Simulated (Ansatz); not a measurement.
| atom | x (Å) | y (Å) | z (Å) |
| --- | --- | --- | --- |
| C | 0.0858 | -2.4233 | 1.2580 |
| O | -0.5396 | -1.3590 | 0.6185 |
| Hf | -1.2689 | 0.1648 | -0.2662 |
| F | -2.1561 | -0.4036 | -1.8724 |
| F | -2.5411 | 1.0170 | 0.8936 |
| O | 0.1007 | 1.4133 | -0.7160 |
| C | 1.1671 | 2.2600 | -0.9964 |
| H | -0.1761 | -3.3677 | 0.7710 |
| H | 1.1740 | -2.3075 | 1.2264 |
| H | -0.2265 | -2.4759 | 2.3057 |
| H | 1.1754 | 2.5235 | -2.0586 |
| H | 1.0866 | 3.1817 | -0.4117 |
| H | 2.1187 | 1.7767 | -0.7520 |

Geometry: PBE0-D4/def2-TZVP; core potentials replace the inner electrons of Hf.

Level of theory: RKS PBE0-D4/def2-TZVPP in Ansatz 0.2.0.

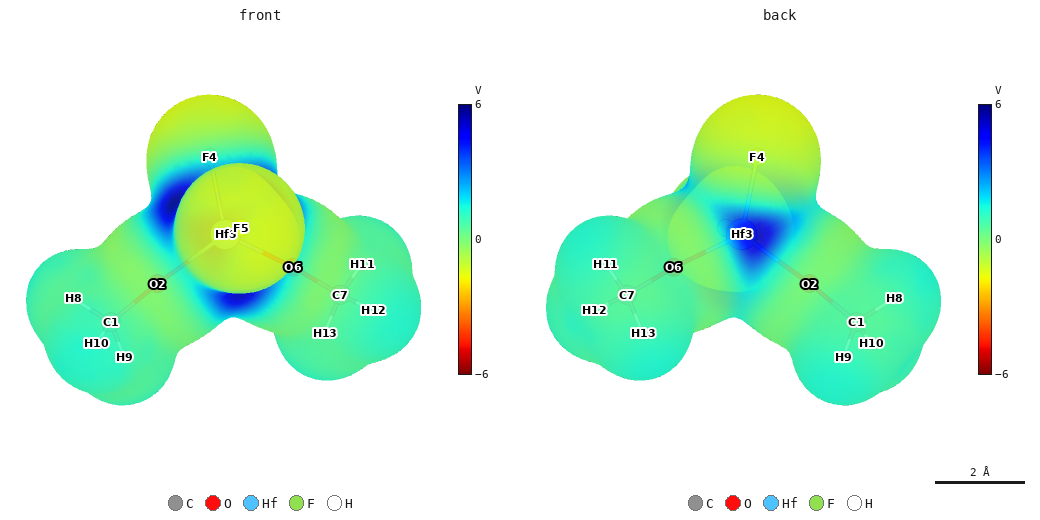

C2H6F2HfO2 (SMILES C[O][Hf]([F])([F])[O]C). The molecular electrostatic potential painted on the density surface at 0.004 e/bohr³, seen from the front and from behind; the colour scale runs from red (negative) to blue (positive).

### Where is the surface potential most negative and most positive?

The most negative region (about −1.5 V) lies over F4 and F5, the most positive (about +5.3 V) over Hf3.
